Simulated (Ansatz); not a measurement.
# InH2O (SMILES [OH][InH]): UB3LYP/STO-3G

What is the electronic atomisation energy of InH2O at UB3LYP/STO-3G? 

The calculation is run with Ansatz 0.2.0.

46 further runs of the same task are left out: 8 that didn't finish, 38 set aside as unsound or not needed.

### Step 1. The structure to begin with

InH2O has 4 atoms, charge 0, and is taken as a doublet. SMILES: `[OH][InH]`. Geometry: relaxed at PBE0-D4/def2-TZVP.

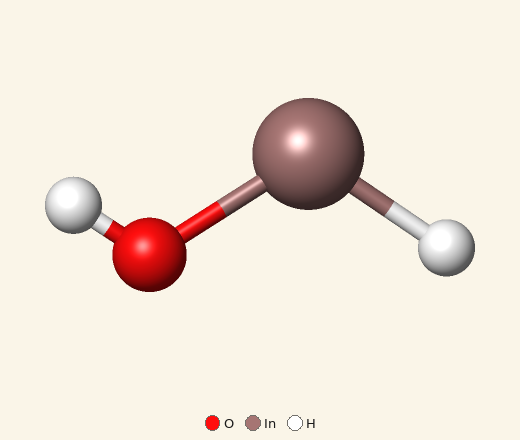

Viewed from a chosen angle; oxygen red, indium brown, hydrogen white.

### Step 2. A single-point energy at UB3LYP/STO-3G

File in.yaml:

```yaml
basis:
  gaussian: {orbitals: STO-3G}
crystal:
  periodic: [false, false, false]
  atoms:
    - symbol: O
      position_ang: [-0.298400, -1.020600, 0.295000]
    - symbol: In
      position_ang: [0.563900, 0.746600, -0.088500]
    - symbol: H
      position_ang: [0.236800, -1.629400, 0.809100]
    - symbol: H
      position_ang: [-0.446700, 1.843000, -1.036000]
magnetization: {spin_polarized: true, initial_magnetization: 1}
hamiltonian: {xc: {name: B3LYP}}
accuracy: high
```

Started as:

```bash
$ ansatz run in.yaml --threads 1 --pin off --max-ram 2610MiB --events-out events.jsonl --progress --plain --runs-dir runs
```

Output:

```text
Warning: RAYON_NUM_THREADS=1 ignored (pool sized by the plan → 1); use --threads N
Functional definition: B3LYP
  name "B3LYP"
  parameter a0 = 0.2
  parameter ax = 0.72
  parameter ac = 0.81
  exchange = (1 - a0 - ax)*slater_x + ax*b88_x + a0*exact_x
  correlation = (1 - ac)*vwn_rpa_c + ac*lyp_c
617 factors; integrals over basis functions are off by at most 3.9e-9 eV
mean field evaluation 1: about -156739.5324 eV, gradient 1.7e1 eV
mean field evaluation 2: about -156707.5654 eV, gradient 7.6e1 eV
mean field evaluation 4: about -156741.8348 eV, gradient 1.4e0 eV
mean field evaluation 8: about -156741.8264 eV, gradient 9.3e-3 eV
mean field evaluation 16: about -156741.8264 eV, gradient 7.2e-6 eV
mean field -156741.82640377 eV, -5760.1558769127 hartree, gradient 9.3e-9 eV, S^2 0.752880; 0 other end points of the search recorded, 0 dependent functions left out
reference -156741.82643070 eV, -5760.1558779023 hartree; 30, 29 occupied and 4, 5 virtual orbitals, 617 factors
Total energy: -156741.82643070 eV, -5760.1558779023 hartree
```

Wall time 2.9 s (1 thread of Arm Neoverse V2, shared host); peak memory 0.16 GiB.

### Step 3. The H atom at the same level

File molecule.yaml:

```yaml
basis:
  gaussian:
    orbitals: STO-3G
crystal:
  periodic: [false, false, false]
  atoms:
    - {symbol: H, position_ang: [0.000000, 0.000000, 0.000000]}
magnetization:
  spin_polarized: true
  initial_magnetization: 1
hamiltonian:
  xc: {name: B3LYP}
accuracy: high
```

Started as:

```bash
$ ansatz run molecule.yaml --threads 1 --pin off --max-ram 2610MiB --events-out events.jsonl --progress --plain --runs-dir runs
```

Output:

```text
Warning: RAYON_NUM_THREADS=1 ignored (pool sized by the plan → 1); use --threads N
Functional definition: B3LYP
  name "B3LYP"
  parameter a0 = 0.2
  parameter ax = 0.72
  parameter ac = 0.81
  exchange = (1 - a0 - ax)*slater_x + ax*b88_x + a0*exact_x
  correlation = (1 - ac)*vwn_rpa_c + ac*lyp_c
1 factors; integrals over basis functions are off by at most 4.6e-10 eV
mean field evaluation 1: about -12.7222 eV, gradient 0.0e0 eV
mean field evaluation 2: about -12.7222 eV, gradient 0.0e0 eV
mean field -12.72219657 eV, -0.4675321004 hartree, gradient 0.0e0 eV, S^2 0.750000; 0 other end points of the search recorded, 0 dependent functions left out
reference -12.72220983 eV, -0.4675325880 hartree; 1, 0 occupied and 0, 1 virtual orbitals, 1 factors
Total energy: -12.72220983 eV, -0.4675325880 hartree
```

It took 0.08 s on 1 thread of Arm Neoverse V2, shared host.

### Step 4. The In atom at the same level

File molecule.yaml:

```yaml
crystal:
  periodic: [false, false, false]
  atoms:
    - {symbol: In, position_ang: [0.000000, 0.000000, 0.000000]}
basis:
  gaussian: {orbitals: STO-3G}
magnetization: {spin_polarized: true, initial_magnetization: 1}
hamiltonian: {xc: {name: B3LYP}}
accuracy: high
```

Run the same way, it converges to -5684.71160 Eh (log not shown).

### Step 5. The O atom

File input.yaml:

```yaml
crystal:
  periodic: [false, false, false]
  atoms:
    - {symbol: O, position_ang: [0.000000, 0.000000, 0.000000]}
basis:
  gaussian: {orbitals: STO-3G}
magnetization: {spin_polarized: true, initial_magnetization: 2}
hamiltonian: {xc: {name: B3LYP}}
accuracy: high
```

Started as:

```bash
$ ansatz run input.yaml --threads 1 --pin off --max-ram 2610MiB --events-out events.jsonl --progress --plain --runs-dir runs
```

Output:

```text
Warning: RAYON_NUM_THREADS=1 ignored (pool sized by the plan → 1); use --threads N
Functional definition: B3LYP
  name "B3LYP"
  parameter a0 = 0.2
  parameter ax = 0.72
  parameter ac = 0.81
  exchange = (1 - a0 - ax)*slater_x + ax*b88_x + a0*exact_x
  correlation = (1 - ac)*vwn_rpa_c + ac*lyp_c
15 factors; integrals over basis functions are off by at most 1.1e-9 eV
mean field evaluation 1: about -2014.5906 eV, gradient 4.4e-12 eV
mean field evaluation 2: about -2014.5912 eV, gradient 7.8e-12 eV
mean field -2014.59122478 eV, -74.0348619718 hartree, gradient 0.0e0 eV, S^2 2.000000; 0 other end points of the search recorded, 0 dependent functions left out
reference -2014.59123489 eV, -74.0348623433 hartree; 5, 3 occupied and 0, 2 virtual orbitals, 15 factors
Total energy: -2014.59123489 eV, -74.0348623433 hartree
```

It took 0.16 s on 1 thread of Arm Neoverse V2, shared host.

### Step 6. Outcome

Level: UB3LYP/STO-3G.

| quantity | value |
| --- | --- |
| molecule: total energy | -5760.15588 Eh |
| molecule: ⟨S²⟩ | 0.753 |
| H atom: total energy | -0.46753 Eh |
| H atom: ⟨S²⟩ | 0.750 |
| In atom: total energy | -5684.71160 Eh |
| In atom: ⟨S²⟩ | 0.750 |
| O atom: total energy | -74.03486 Eh |
| O atom: ⟨S²⟩ | 2.000 |
| electronic atomisation energy | 12.908 eV |

What this shows: Taking the molecule apart into free atoms costs 12.91 eV (1245 kJ/mol), before zero-point energy and without spin-orbit coupling. In a minimal basis such a difference can be off by several eV, whatever the method. Relativity is left out (molecule) although the molecule holds a heavy atom. Relativity is left out (In atom) although the molecule holds a heavy atom.
